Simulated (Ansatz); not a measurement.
The calculation's input:

```
crystal:
  periodic: [false, false, false]
  atoms:
    - { symbol: Sn, position_ang: [0.0, 0.0, 0.0] }
    - { symbol: O, position_ang: [0.0, 0.0, 2.31] }
    - { symbol: H, position_ang: [-0.9095, -0.2814, 2.6471] }
    - { symbol: O, position_ang: [1.8483, 0.0, -0.6527] }
    - { symbol: H, position_ang: [2.1646, -0.9521, -0.7693] }
    - { symbol: Cl, position_ang: [-1.1351, 1.9666, -0.8025] }
    - { symbol: Cl, position_ang: [-1.1351, -1.9666, -0.8025] }
    - { symbol: S, position_ang: [1.0272, 2.3887, 0.864] }
    - { symbol: H, position_ang: [2.1236, 2.1505, 1.7012] }
    - { symbol: H, position_ang: [0.5262, 1.2238, 2.0831] }
basis:
  gaussian: { orbitals: def2-SVP }
hamiltonian:
  xc: hf
relax:
  f_tol: 0.15
  max_steps: 25
  restrain:
    - { distance: [0, 7], at: 2.44, k: 30.0 }
    - { distance: [9, 1], at: 1.01, k: 30.0 }
    - { distance: [0, 1], at: 3.16, k: 30.0 }
    - { distance: [9, 7], at: 2.6, k: 30.0 }
output:
  orbitals: {}
```

Command:

```sh
ansatz run input.yaml --threads 2 --pin off --max-ram 3072MiB --backend cpu --events-out ev --progress --plain --runs-dir out
```

The fields are those of the run's last geometry, not of the input's.

Core potentials replace the inner electrons of Sn; not at a stationary point (largest force 1.4 eV/Å).

Method: Ansatz 0.2.0, RHF/def2-SVP.

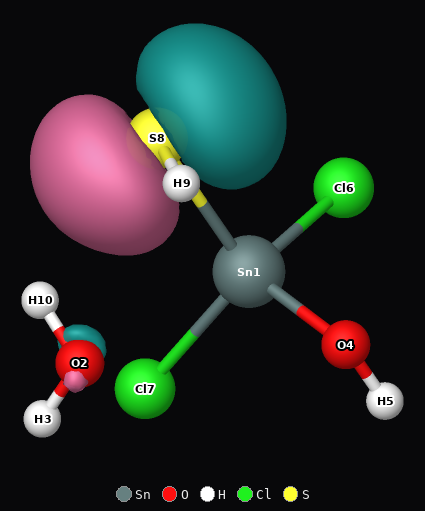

Cl₂H₂OSSn···H₂O. The HOMO at ±0.15 Å⁻³ᐟ² (teal and pink are the two phases), seen at a tilt.

What is the character of this orbital?

Answer. Its weight (Hirshfeld) is mainly on S8 (about 85 %); largely a lone pair of S8. Its energy is −11.09 eV.
